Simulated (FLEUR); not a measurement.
# FePt (c factor at fixed volume 1.25 on the database's cell): anisotropy by force theorems

Aim: the anisotropy of FePt (c factor at fixed volume 1.25 on the database's cell) from single passes in the potential of one collinear state.

Calculated with FLEUR MaX-R8.1; PBE; all-electron FLAPW, Dirac cores, scalar-relativistic bands.

## 1. Set-up

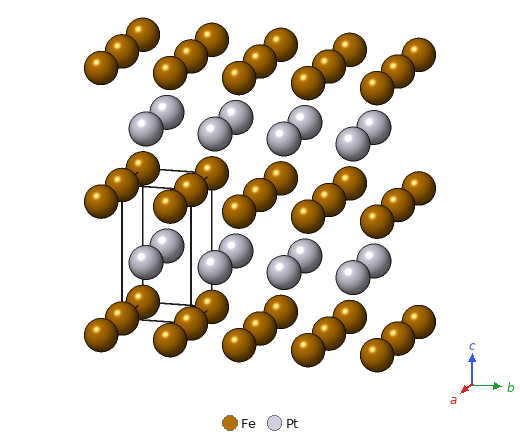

Start, viewed slightly off an axis; iron orange, platinum light grey. 2×4×2 cells are drawn. Some periodic images of atoms are drawn too.

Structure file:

```xyz
2
Lattice="2.4360 0.0000 0.0000 0.0000 2.4360 0.0000 0.0000 0.0000 4.6500" Properties=species:S:1:pos:R:3 pbc="T T T"
Fe    0.0000    0.0000    0.0000
Pt    1.2180    1.2180    2.3250
```

The cell is strained on purpose: c factor at fixed volume 1.25 on the database's cell.

## 2. Self-consistent state

The force theorems are single passes in this state's potential, so it has to be converged first.

No symmetry is used, so that later steps may turn the spins freely; k and −k are joined. inpgen writes inp.xml from crystal.txt; cutoffs, mixing, functional, smearing and local orbitals are then set in the file. The k list scf (kpts.xml, not shown) is a Γ-centred 12×12×6 mesh; where the ranks do not divide the number of points, some are split in two of half the weight.

File inp.xml:

```
<?xml version="1.0" encoding="UTF-8" standalone="no"?>
<fleurInput fleurInputVersion="0.39">
   <comment>
      FePt
   </comment>
   <calculationSetup>
      <cutoffs Kmax="3.66" Gmax="11.0" GmaxXC="11.0" numbands="0"/>
      <scfLoop itmax="110" minDistance="0.00002" maxIterBroyd="15" imix="Anderson" alpha="0.05" precondParam="0.0" spinf="2.0" sdNocoIR="T"/>
      <coreElectrons ctail="F" frcor="F" kcrel="0" coretail_lmax="0"/>
      <xcFunctional name="pbe" relativisticCorrections="F"/>
      <magnetism jspins="2" l_noco="F" l_ss="F">
         <qss>0.0 0.0 0.0</qss>
         <mtNocoParams l_mperp="F" l_mtNocoPot="F" l_relaxSQA="F" mag_mixing_scheme="0" mix_RelaxWeightOffD="1.0" l_constrained="F" mix_constr="1.0"/>
         <sourceFreeMag l_sourceFree="F" l_scaleMag="F" mag_scale="1.0"/>
      </magnetism>
      <soc l_soc="F" theta="0.0" phi="0.0" spav="F"/>
      <expertModes spex="0" secvar="F"/>
      <geometryOptimization l_f="F" forcealpha="1.0" forcemix="BFGS" epsdisp="0.00001" epsforce="0.00001"/>
      <ldaU l_linMix="F" mixParam="0.05" spinf="1.0"/>
   </calculationSetup>
   <cell>
      <bzIntegration valenceElectrons="32.0" mode="hist" fermiSmearingEnergy="0.00183747">
         <kPointListSelection listName="scf"/>
         <xi:include xmlns:xi="http://www.w3.org/2001/XInclude" href="kpts.xml"> </xi:include>
      </bzIntegration>
      <xi:include xmlns:xi="http://www.w3.org/2001/XInclude" href="sym.xml"> </xi:include>
      <bulkLattice scale="1.0">
         <bravaisMatrix>
            <row-1>    4.6033207775708673     0.0000000000000000     0.0000000000000000</row-1>
            <row-2>    0.0000000000000000     4.6033207775708673     0.0000000000000000</row-2>
            <row-3>    0.0000000000000000     0.0000000000000000     8.7872264793900001</row-3>
         </bravaisMatrix>
      </bulkLattice>
   </cell>
   <atomSpecies>
      <species name="Iron (Fe) 2.800" element="Fe" atomicNumber="26">
         <mtSphere radius="2.24" gridPoints="741" logIncrement="0.016"/>
         <atomicCutoffs lmax="8" lnonsphr="6"/>
         <electronConfig flipSpins="F">
            <coreConfig>(1s1/2) (2s1/2) (2p1/2) (2p3/2)</coreConfig>
            <valenceConfig>(3s1/2) (3p1/2) (3p3/2) (4s1/2) (3d3/2) (3d5/2)</valenceConfig>
            <stateOccupation state="(3d3/2)" spinUp="1.4" spinDown="1.0"/>
            <stateOccupation state="(3d5/2)" spinUp="3.0" spinDown="0.6"/>
         </electronConfig>
         <energyParameters s="4" p="4" d="3" f="4"/>
         <lo type="SCLO" l="0" n="3" eDeriv="0"/>
         <lo type="SCLO" l="1" n="3" eDeriv="0"/>
      </species>
      <species name="Platinum (Pt)" element="Pt" atomicNumber="78">
         <mtSphere radius="2.24" gridPoints="741" logIncrement="0.018"/>
         <atomicCutoffs lmax="8" lnonsphr="6"/>
         <electronConfig flipSpins="F">
            <coreConfig>(1s1/2) (2s1/2) (2p1/2) (2p3/2) (3s1/2) (3p1/2) (3p3/2) (4s1/2) (3d3/2) (3d5/2) (4p1/2) (4p3/2) (5s1/2) (4d3/2) (4d5/2) (4f5/2) (4f7/2)</coreConfig>
            <valenceConfig>(5p1/2) (5p3/2) (6s1/2) (5d3/2) (5d5/2)</valenceConfig>
            <stateOccupation state="(6s1/2)" spinUp="0.500000" spinDown="0.500000"/>
            <stateOccupation state="(5d3/2)" spinUp="1.800000" spinDown="1.800000"/>
            <stateOccupation state="(5d5/2)" spinUp="2.700000" spinDown="2.700000"/>
         </electronConfig>
         <energyParameters s="6" p="6" d="5" f="5"/>
         <lo type="SCLO" l="1" n="5" eDeriv="0"/>
      </species>
   </atomSpecies>
   <atomGroups>
      <atomGroup species="Iron (Fe) 2.800">
         <relPos label="                   1">.0000000000 .0000000000 .0000000000</relPos>
         <force calculate="T" relaxXYZ="TTT"/>
         <nocoParams  alpha="0.0" beta="0.0"/>
      </atomGroup>
      <atomGroup species="Platinum (Pt)">
         <relPos label="                   2">1.000/2.000 1.000/2.000 1.000/2.000</relPos>
         <force calculate="T" relaxXYZ="TTT"/>
         <nocoParams  alpha="0.0" beta="0.0"/>
      </atomGroup>
   </atomGroups>
   <output dos="F" band="F" slice="F">
      <bandDOS minEnergy="-.5*Htr" maxEnergy="0.5*Htr" sigma="0.015" storeEVData="T"/>
      <plotting iplot="0" polar="F">
         <plot TwoD="T" vec1="  1.0  0.0  0.0" vec2="  0.0  1.0  0.0" vec3="  0.0  0.0  1.0" zero="  0.0  0.0  0.0" file="plot"/>
      </plotting>
      <moessbauerParams electricFieldGradient="F" isomerShift="F" coreHyperfine="F" valenceHyperfine="F"/>
   </output>
</fleurInput>
```

File crystal.txt:

```
FePt
&input film=F cartesian=F /
2.43597245000  0.00000000000  0.00000000000
0.00000000000  2.43597245000  0.00000000000
0.00000000000  0.00000000000  4.65000000000
1.8897261246
1.0 1.0 1.0

2
26 0.00000000000  0.00000000000  0.00000000000 : 2.800
78 0.50000000000  0.50000000000  0.50000000000

&kpt div1=12 div2=12 div3=6 gamma=T /
```

Started as:

```sh
OMP_NUM_THREADS=1 inpgen -f crystal.txt -nosym -noco > inpgen.log  # inp.xml is then edited as shown
OMP_NUM_THREADS=1 mpirun -n 4 fleur_MPI > fleur.log
```

Output:

```text
Welcome to FLEUR        (www.flapw.de)
      MaX-Release 8.1          (www.max-centre.eu)

 ========== k-point set info ==========
 Selected k-point list: scf
 k-point list type: mesh
 0 x 0 x 0
 Number of k points: 436

 ------------Calculation Setup---------------------------
 Number of MPI-tasks      :            4
 Number of PE/node        :            4
 Number of OMP-threads    :            1
 k-points in parallel     :            4
 pe's per k-point         :            1
 No of k-point loops      :          109
 Eigenvalue solver        :       lapack
 Number of basis functions:          174
 Approximate size of matrices (H+S) per k-point:         0.001 GB
 --------------------------------------------------------
 Complex matrix made real
 Complex matrix made real
 Iteration:     1   Distance:      51.87455770 me/bohr^3
 Iteration:     2   Distance:      15.45682706 me/bohr^3
 Iteration:     3   Distance:      13.40422597 me/bohr^3
 Iteration:     4   Distance:       7.08765438 me/bohr^3
 Iteration:     5   Distance:       6.50369518 me/bohr^3
 Iteration:     6   Distance:       4.89074478 me/bohr^3
 Iteration:     7   Distance:       2.37897669 me/bohr^3
 Iteration:     8   Distance:       2.41216842 me/bohr^3
 Iteration:     9   Distance:       0.98877234 me/bohr^3
 Iteration:    10   Distance:       1.29715159 me/bohr^3
[... 14 iterations left out ...]
 Iteration:    25   Distance:       0.00394634 me/bohr^3
 Iteration:    26   Distance:       0.00367657 me/bohr^3
 Iteration:    27   Distance:       0.00134924 me/bohr^3
 Iteration:    28   Distance:       0.00033761 me/bohr^3
 Iteration:    29   Distance:       0.00016465 me/bohr^3
 Iteration:    30   Distance:       0.00015329 me/bohr^3
 Iteration:    31   Distance:       0.00013302 me/bohr^3
 Iteration:    32   Distance:       0.00003936 me/bohr^3
 Iteration:    33   Distance:       0.00002455 me/bohr^3
 Iteration:    34   Distance:       0.00000419 me/bohr^3

 ********************************************************************
 Run finished successfully
 Stop message:
   all done
 ********************************************************************

--- out.xml (last complete iteration) ---
<iteration numberForCurrentRun="   34" overallNumber="   34">
         [... left out ...]
         <bandgap value="0.0000000000" units="eV"/>
         <sumValenceSingleParticleEnergies value="-17.3359141450" units="Htr"/>
         <FermiEnergy value="0.4557345805" units="Htr"/>
         <valenceDensity>
            <mtCharges spin="1">
               <mtCharge atomType="1" total="8.7133752" s="1.1542182" p="3.1267813" d="4.4187989" f="0.0103694"/>
               <mtCharge atomType="2" total="6.9477052" s="0.2046849" p="3.0951279" d="3.6190323" f="0.0226550"/>
            </mtCharges>
            <mtCharges spin="2">
               <mtCharge atomType="1" total="5.8764896" s="1.1520079" p="3.1307548" d="1.5834147" f="0.0080564"/>
               <mtCharge atomType="2" total="6.7662746" s="0.2077097" p="3.1181473" d="3.4125329" f="0.0220906"/>
            </mtCharges>
            <spinDependentCharge spin="1" total="17.4800275" interstitial="1.8189471" mtSpheres="15.6610803"/>
            <spinDependentCharge spin="2" total="14.5199725" interstitial="1.8772084" mtSpheres="12.6427641"/>
            <totalCharge value="32.0000000000"/>
         </valenceDensity>
         [... left out ...]
         <allElectronCharges>
            <spinDependentCharge spin="1" total="53.4800275" interstitial="1.8209881" mtSpheres="51.6590394"/>
            <spinDependentCharge spin="2" total="50.5199725" interstitial="1.8792503" mtSpheres="48.6407223"/>
            <totalCharge value="104.0000000194"/>
         </allElectronCharges>
         <magneticMomentsInMTSpheres units="muBohr">
            <globalMagMoment atomType="1" vec="0.00000   0.00000   2.83689"/>
            <localMagMoment atomType="1" vec="0.00000   0.00000   2.83689"/>
            <globalMagMoment atomType="2" vec="0.00000   0.00000   0.18143"/>
            <localMagMoment atomType="2" vec="0.00000   0.00000   0.18143"/>
         </magneticMomentsInMTSpheres>
         <moessbauerParams unitsHFF="kG" unitsIS="e/bohr^3" unitsEFG="Htr/bohr^2">
         </moessbauerParams>
         <totalEnergy value="   -19719.4958051604" units="Htr">
            <sumOfEigenvalues value="   -12058.2076645788">
               <coreElectrons value="-12040.8717504338"/>
               <valenceElectrons value="-17.3359141450"/>
            </sumOfEigenvalues>
            <densityCoulombPotentialIntegral value="-33919.3683064889"/>
            <densityEffectivePotentialIntegral value="-34459.7025789829"/>
            <chargeDenXCDenIntegral value="-413.3362717255"/>
            <FockExchangeEnergyValence value="0.0000000000"/>
            <FockExchangeEnergyCore value="0.0000000000"/>
            <atomTypeDependentContributions atomType="1">
               <electronNucleiInteractionDifferentMTs value="1518.2978761387"/>
               <MadelungTerm value="-13.4586472521"/>
            </atomTypeDependentContributions>
            <atomTypeDependentContributions atomType="2">
               <electronNucleiInteractionDifferentMTs value="23163.6050352780"/>
               <MadelungTerm value="-52.6087359259"/>
            </atomTypeDependentContributions>
            <tkbTimesEntropy value="0.0005135042"/>
            <freeEnergy value="-19719.4963186647"/>
            <extrapolationTo0K value="-19719.4960619125"/>
         </totalEnergy>
         <densityConvergence units="me/bohr^3">
            <chargeDensity spin="1" distance="0.0000023213"/>
            <chargeDensity spin="2" distance="0.0000028933"/>
            <overallChargeDensity distance="0.0000041873"/>
            <spinDensity distance="0.0000031600"/>
         </densityConvergence>
      </iteration>
```

The job ended after 2.5 min (4 MPI ranks of Arm Neoverse V2, shared host; peak memory 0.46 GiB; 10 min of CPU time).

Spin moment in the muffin-tin sphere by atom:

```csv
atom,spin moment in the muffin-tin sphere (μB)
Fe1,2.84
Pt2,0.18
```

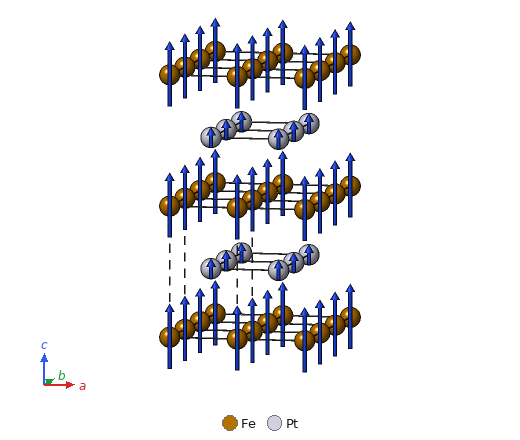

Spin moment in the muffin-tin sphere as arrows, the longest 2.84 μB. Up and down stand for the sign. Arrows give size and sign along the axis of quantisation, drawn up and down the page. Each arrow also spans its atom, so small moments look longer than they are. 2×3×2 cells are drawn. Some periodic images of atoms are drawn too.

Numbers from this step:

```
free energy                                                       : -536594.8309 eV
program's band gap on this mesh (in a metal only a level spacing) : 0 eV
magnetization                                                     : 2.960 μB
final state                                                       : ferromagnetic
```

After 34 cycles the largest moment stands at 2.84 μB.

## 3. Energy against the direction of the moments, rung 1

Anisotropy is a small difference, so it is taken from sums over occupied states at a frozen potential, where most errors cancel.

One pass with spin–orbit coupling for each direction, from the saved density. Inversion lets half of the mesh serve, which the program's warning doesn't know. The k list mae (kpts.xml, not shown) is a Γ-centred 16×16×8 mesh.

inp.xml, as its differences from that of step 2:

```diff
@@ -6,4 +6,4 @@
    <calculationSetup>
-      <cutoffs Kmax="3.66" Gmax="11.0" GmaxXC="11.0" numbands="0"/>
-      <scfLoop itmax="110" minDistance="0.00002" maxIterBroyd="15" imix="Anderson" alpha="0.05" precondParam="0.0" spinf="2.0" sdNocoIR="T"/>
+      <cutoffs Kmax="3.66" Gmax="11.0" GmaxXC="11.0" numbands="72"/>
+      <scfLoop itmax="1" minDistance="0.00002" maxIterBroyd="15" imix="Anderson" alpha="0.05" precondParam="0.0" spinf="2.0" sdNocoIR="T"/>
       <coreElectrons ctail="F" frcor="F" kcrel="0" coretail_lmax="0"/>
@@ -15,3 +15,3 @@
       </magnetism>
-      <soc l_soc="F" theta="0.0" phi="0.0" spav="F"/>
+      <soc l_soc="T" theta="0.0" phi="0.0" spav="F"/>
       <expertModes spex="0" secvar="F"/>
@@ -22,3 +22,3 @@
       <bzIntegration valenceElectrons="32.0" mode="hist" fermiSmearingEnergy="0.00183747">
-         <kPointListSelection listName="scf"/>
+         <kPointListSelection listName="mae"/>
          <xi:include xmlns:xi="http://www.w3.org/2001/XInclude" href="kpts.xml"> </xi:include>
@@ -81,2 +81,5 @@
    </output>
+   <forceTheorem>
+      <MAE theta="0.0 1.5707963 1.5707963 0.7853982" phi="0.0 0.0 0.7853982 0.0"/>
+   </forceTheorem>
 </fleurInput>
```

Started as:

```sh
OMP_NUM_THREADS=1 mpirun -n 4 fleur_MPI -warn_only > fleur.log
```

Output:

```text
[banner, memory and clock lines left out]
Welcome to FLEUR        (www.flapw.de)
      MaX-Release 8.1          (www.max-centre.eu)
************FLEUR-Warning*****************
Error message: k-point set is not compatible to missing time-reversal symmetry in calculation.
Error occurred in subroutine: gen_bz
Error from PE:0/4
Other PEs with error messages:
     1-k-point set is not compatible to missing time-reversal symmetry in calculation.
     2-k-point set is not compatible to missing time-reversal symmetry in calculation.
     3-k-point set is not compatible to missing time-reversal symmetry in calculation.
*****************************************

 ========== k-point set info ==========
 Selected k-point list: mae
 k-point list type: mesh
 0 x 0 x 0
 Number of k points: 1028

************FLEUR-Warning*****************
Error message: k-point set is not compatible to missing time-reversal symmetry in calculation.
Error occurred in subroutine: gen_bz
Error from PE:1/4
Other PEs with error messages:
     2-k-point set is not compatible to missing time-reversal symmetry in calculation.
     3-k-point set is not compatible to missing time-reversal symmetry in calculation.
*****************************************
 [... set-up left out ...]
 ********************************************************************
 Run finished successfully
 Stop message:
   Forcetheorem MAE
 ********************************************************************

--- out.xml (force theorem) ---
<Forcetheorem_MAE Angles="4" units="Htr">
            <Angle theta="0.0000000" phi="0.0000000" ev-sum="-17.385399802"/>
            <Angle theta="1.5707963" phi="0.0000000" ev-sum="-17.385412541"/>
            <Angle theta="1.5707963" phi="0.7853982" ev-sum="-17.385418127"/>
            <Angle theta="0.7853982" phi="0.0000000" ev-sum="-17.385407798"/>
         </Forcetheorem_MAE>
```

Run time: 67 s. Hardware: 4 MPI ranks; peak memory 1.1 GiB; 4.4 min of CPU time.

Anisotropy energies, by row:

```csv
axis,x,y,z,band energy less the first axis' (meV a cell)
[001],0,0,1,0
[100],1,0,0,-0.3466
[110],0.7071,0.7071,0,-0.4986
45 degrees from [001] toward [100],0.7071,0,0.7071,-0.2176
```

Indices are those of the standard conventional cell; x, y, z give the same directions in the axes of the input.

## 4. Anisotropy by the force theorem, rung 2

A second rung shows how far the first can be trusted.

The k list mae (kpts.xml, not shown) is a Γ-centred 23×23×12 mesh.

inp.xml is that of step 3.

Output:

```text
[banner, memory and clock lines left out]
Welcome to FLEUR        (www.flapw.de)
      MaX-Release 8.1          (www.max-centre.eu)
************FLEUR-Warning*****************
Error message: k-point set is not compatible to missing time-reversal symmetry in calculation.
Error occurred in subroutine: gen_bz
Error from PE:0/4
Other PEs with error messages:
     1-k-point set is not compatible to missing time-reversal symmetry in calculation.
     2-k-point set is not compatible to missing time-reversal symmetry in calculation.
[...]
*****************************************
 [... set-up left out ...]
 ********************************************************************
 Run finished successfully
 Stop message:
   Forcetheorem MAE
 ********************************************************************

--- out.xml (force theorem) ---
<Forcetheorem_MAE Angles="4" units="Htr">
            <Angle theta="0.0000000" phi="0.0000000" ev-sum="-17.385390555"/>
            <Angle theta="1.5707963" phi="0.0000000" ev-sum="-17.385402750"/>
            <Angle theta="1.5707963" phi="0.7853982" ev-sum="-17.385402683"/>
            <Angle theta="0.7853982" phi="0.0000000" ev-sum="-17.385394499"/>
         </Forcetheorem_MAE>
```

Wall time 3.3 min (4 MPI ranks); peak memory 2.8 GiB.

Anisotropy energies, by row:

```csv
axis,x,y,z,band energy less the first axis' (meV a cell)
[001],0,0,1,0
[100],1,0,0,-0.3318
[110],0.7071,0.7071,0,-0.33
45 degrees from [001] toward [100],0.7071,0,0.7071,-0.1073
```

(Part 1 of 2 ends here.)

[Logs and program files are shortened in this print: banners, set-up blocks, solver, clock and traceback lines can be left out without a mark of their own.]

[Logs are printed without paths, hosts, clocks, repeated set-up lines and the standing remarks that a program may print on its own settings, such as how far it seeks lower states.]

[Hosts, paths, dates, database ids (printed as entryN), source tags and the programs' standing remarks are cut or masked in the printed files.]

[Where a cell is said to come from a database of computed structures, the database is the Materials Project.]
